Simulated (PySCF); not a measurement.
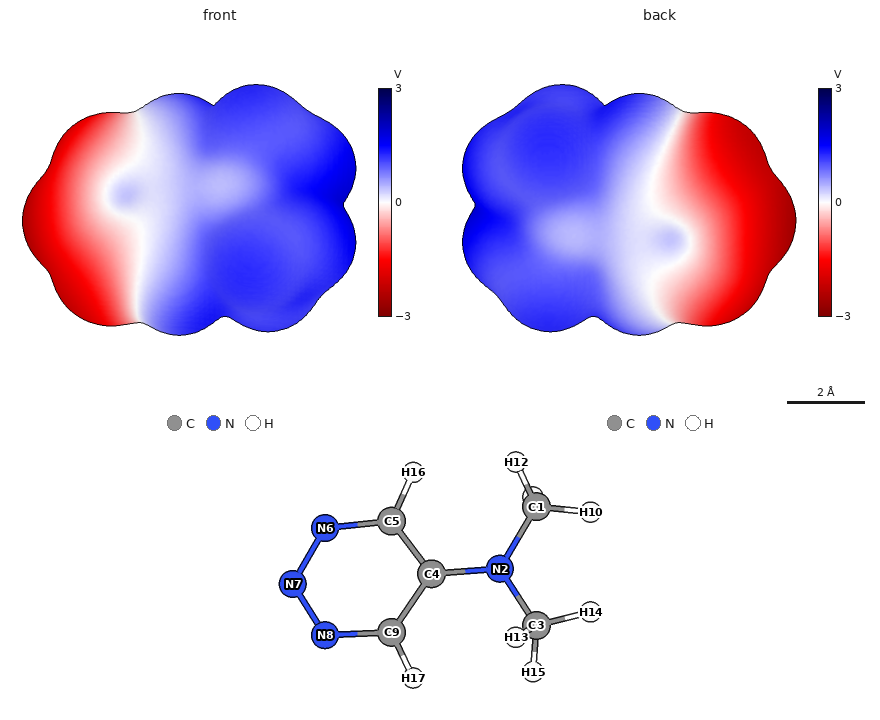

*C5H8N4. The molecular electrostatic potential painted on the density surface at 0.002 e/bohr³, seen from the front and from behind; red is negative and blue positive. The bare structure is drawn below in the same view.*

Geometry: GFN2-xTB.

Theory: PySCF 2.14.0, PBE0/pcSseg-1, SCF density, gas phase, non-relativistic.

Input file:

```
{"job": {"kind": "nmr", "xc": "PBE0", "basis": "pcSseg-1"}, "charge": 0, "multiplicity": 1}
C     -1.410725     1.328813     0.192951
N     -0.760425     0.072620    -0.097045
C     -1.540654    -1.051249    -0.558725
C      0.573120    -0.052752     0.069495
C      1.413479     0.988696     0.520670
N      2.709494     0.825923     0.666487
N      3.281012    -0.304972     0.400859
N      2.593164    -1.319825    -0.015180
C      1.292531    -1.240706    -0.186937
H     -2.476783     1.237665     0.003063
H     -1.270218     1.609855     1.240618
H     -1.015621     2.129213    -0.439156
H     -1.204970    -1.382102    -1.545725
H     -2.585489    -0.761737    -0.632226
H     -1.464388    -1.892741     0.135938
H      1.041520     1.971701     0.770816
H      0.817954    -2.146372    -0.535812
```

Run with:

```sh
OMP_NUM_THREADS=1 python probes_run.py task.json out
```

Describe the electrostatic potential map.

The most negative region (about −2.5 V, or −58 kcal/mol for a unit charge) lies over N7, the most positive (about +1.8 V, or +42 kcal/mol for a unit charge) over H10 and H14. N7 is the likeliest acceptor of a hydrogen bond.
